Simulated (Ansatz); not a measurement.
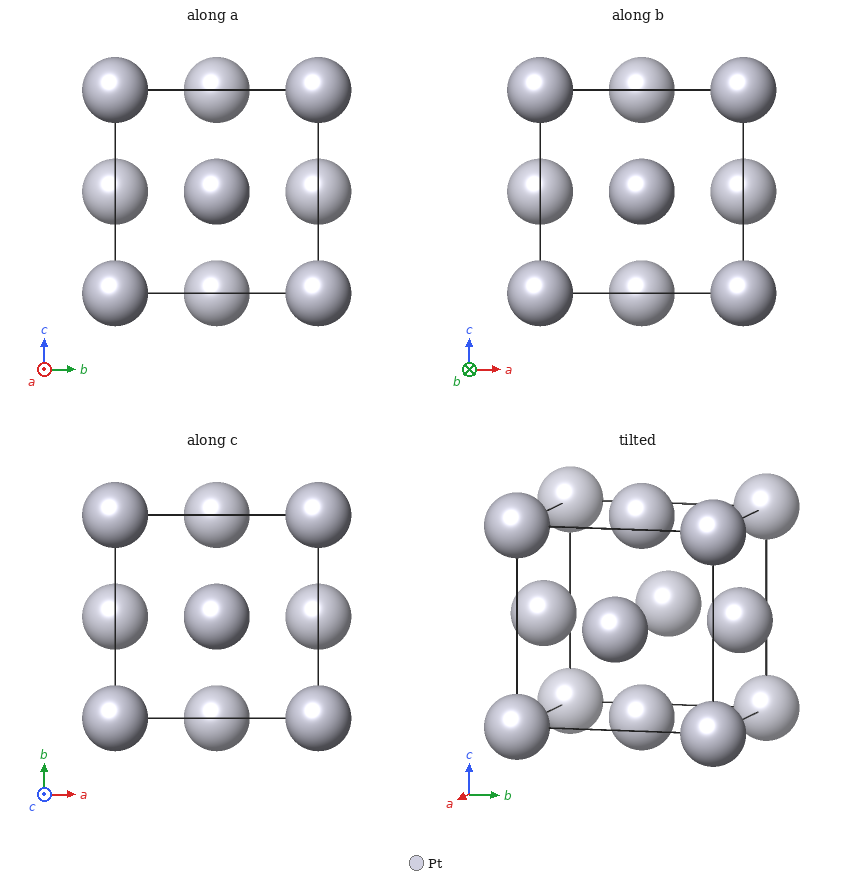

Shown here is a spheres-only view of the crystal, taken along the a axis, along the b axis, along the c axis and slightly off an axis. The wireframe shows the conventional unit cell.

Lattice parameters: a = 3.9701 Å, b = 3.9701 Å, c = 3.9701 Å, α = 90.000°, β = 90.000°, γ = 90.000°.

Q: Transcribe the picture into a CIF in P1 with every atom of the cell.

A:
```cif
data_structure
_symmetry_space_group_name_H-M 'P 1'
_symmetry_Int_Tables_number 1
_cell_length_a 3.9701
_cell_length_b 3.9701
_cell_length_c 3.9701
_cell_angle_alpha 90.000
_cell_angle_beta 90.000
_cell_angle_gamma 90.000
_cell_volume 62.58
loop_
_atom_site_label
_atom_site_type_symbol
_atom_site_fract_x
_atom_site_fract_y
_atom_site_fract_z
_atom_site_occupancy
Pt1 Pt 0.0000 0.0000 0.0000 1
Pt2 Pt 0.0000 0.5000 0.5000 1
Pt3 Pt 0.5000 0.0000 0.5000 1
Pt4 Pt 0.5000 0.5000 0.0000 1
```

The structure was taken from the standard structure of this element. Earlier steps of the study may have refined or changed the cell and positions. An electronic-structure calculation with Ansatz was run on it.
